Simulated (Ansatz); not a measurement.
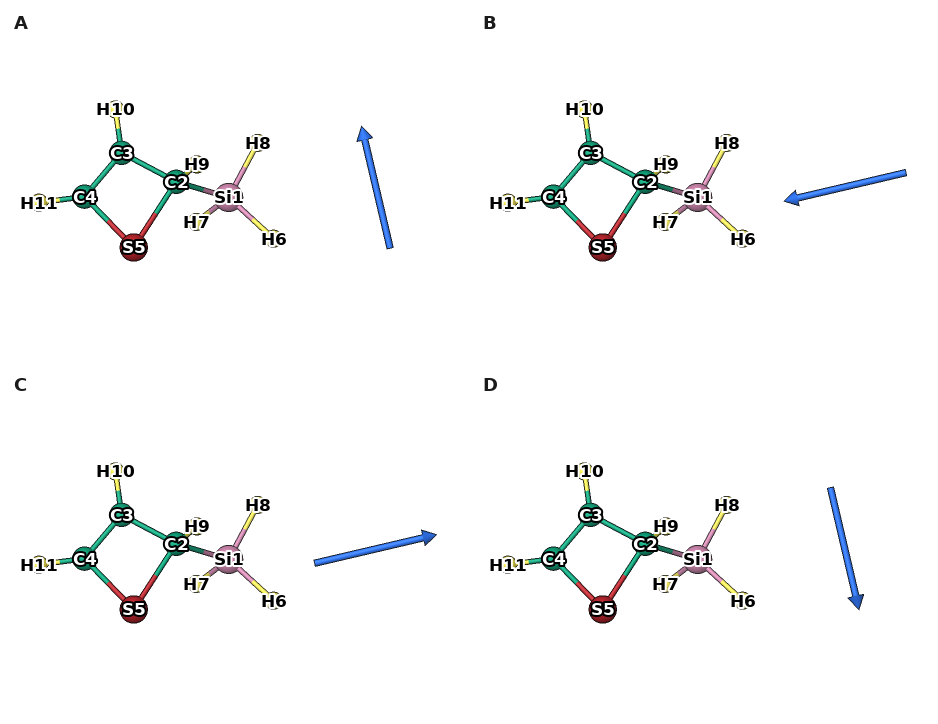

The same molecule four times, each with an arrow. The geometry was computed by an optimisation with PBE0-D4/def2-TZVP. No frequency run is at hand to confirm it as a minimum. Properties computed with RKS B3LYP-D4/def2-TZVPP (Ansatz 0.2.0).

> Which arrow points along the dipole moment, from the negative to the positive end?

A. The dipole moment is 1.17 D; it points from the side of H6 to the side of H10 (the outermost atoms at the two ends).
